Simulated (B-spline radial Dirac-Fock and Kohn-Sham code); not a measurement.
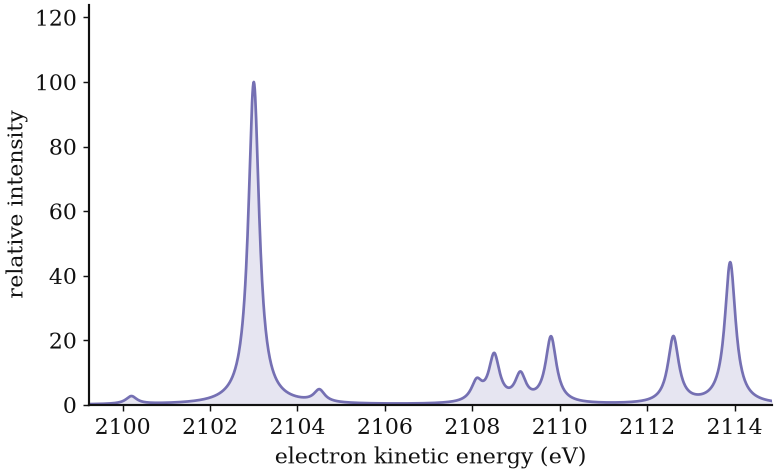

The Auger multiplet of an M5 hole with both final holes in N67, broadened by 0.30 eV full width. Kinetic energies count from the vacuum level; very weak lines are left out. Lines are named by their largest jj component, which in light atoms can differ from the customary names. System: Tl⁺. Level of theory: Dirac–Fock ΔSCF energies in intermediate coupling of the two holes, Coulomb rates, valence shells as spectators; calculated with a B-spline radial code.

Q: Which line is strongest?

A: M5-N6N7 J=6 at 2.103 keV, 45 % of the multiplet.

Q: How wide is the M5 level from this decay?

A: 0.746 eV from this multiplet.
